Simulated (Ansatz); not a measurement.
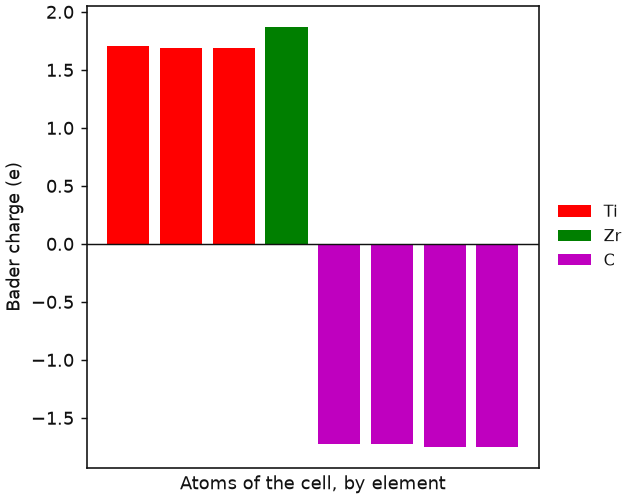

Bader charges of the atoms (positive: electrons lost).

System: ZrTi3C4, space group Cmmm (No. 65), 8 atoms in the cell.

Space group Cmmm (No. 65). a = 6.273 Å, b = 8.867 Å, c = 3.143 Å, α = 90.00°, β = 90.00°, γ = 90.00°
```
atom  site  symmetry       x       y       z
  Zr    2b       mmm  0.5000  0.0000  0.0000
  Ti    2a       mmm  0.0000  0.0000  0.0000
  Ti    4f     ..2/m  0.2500  0.2500  0.5000
   C    4i       m2m  0.5000  0.7444  0.0000
   C    4h       2mm  0.7614  0.0000  0.5000
```

Ansatz; DFT PBE, scalar-relativistic, plane waves, PAW, no spin polarisation, 8×8×12 k mesh, 420 eV cutoff, Gaussian smearing of 0.1 eV.

Q: Which way does charge flow, and how much?

A: The Bader charges are Zr +1.87 e, Ti +1.70 e and C −1.74 e. Summed over the cell, Ti gives up most (5.1 e) and C takes most (7.0 e).

The structure is an invented one, so it need not be a known or stable phase.
